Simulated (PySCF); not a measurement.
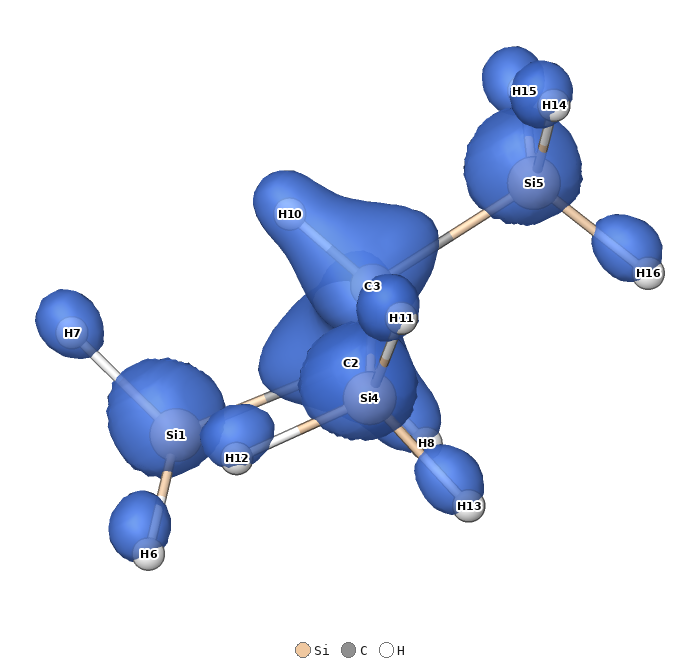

C2H11Si3 (SMILES [SiH2]CC([SiH3])[SiH3]) (doublet). Isosurface of the total electron density at 1 e/Å³ (blue), seen at an oblique angle.

Geometry: GFN2-xTB.

Computed with PySCF 2.14.0, density-fitted response routines, UKS B3LYP, pcH-1 on C H Si, non-relativistic, mean-field spin-orbit, GIAO.

| atom | x (Å) | y (Å) | z (Å) |
| --- | --- | --- | --- |
| Si | 2.6015 | -0.3835 | 0.2078 |
| C | 1.0553 | 0.6716 | 0.5010 |
| C | -0.2170 | 0.1060 | -0.1590 |
| Si | -0.8220 | -1.5148 | 0.6314 |
| Si | -1.5812 | 1.4398 | -0.1703 |
| H | 2.6704 | -1.6120 | 0.9901 |
| H | 2.8561 | -0.6153 | -1.2119 |
| H | 0.8804 | 0.7891 | 1.5730 |
| H | 1.2374 | 1.6792 | 0.1134 |
| H | 0.0166 | -0.1167 | -1.2071 |
| H | -2.0876 | -1.9166 | 0.0159 |
| H | 0.1512 | -2.5921 | 0.4255 |
| H | -1.0067 | -1.3140 | 2.0704 |
| H | -2.7867 | 0.9415 | -0.8328 |
| H | -1.0839 | 2.6139 | -0.8971 |
| H | -1.8916 | 1.8330 | 1.2060 |

What does this surface tell about the bonding?

Answer. At this value the surface falls into twelve separate pieces. It bridges the sampled C–C (1.54 Å) and C–H (1.09 Å) contacts, where the density stays above the isovalue. It is pinched off along the sampled C–Si (1.89 Å) and Si–H (1.46 Å) contacts. On the grid the lowest density along these lines, outside the cores, is 1.4 e/Å³ (C–C, 1.54 Å), 0.75 e/Å³ (C–Si, 1.89 Å), 1.8 e/Å³ (C–H, 1.09 Å) and 0.77 e/Å³ (Si–H, 1.46 Å).
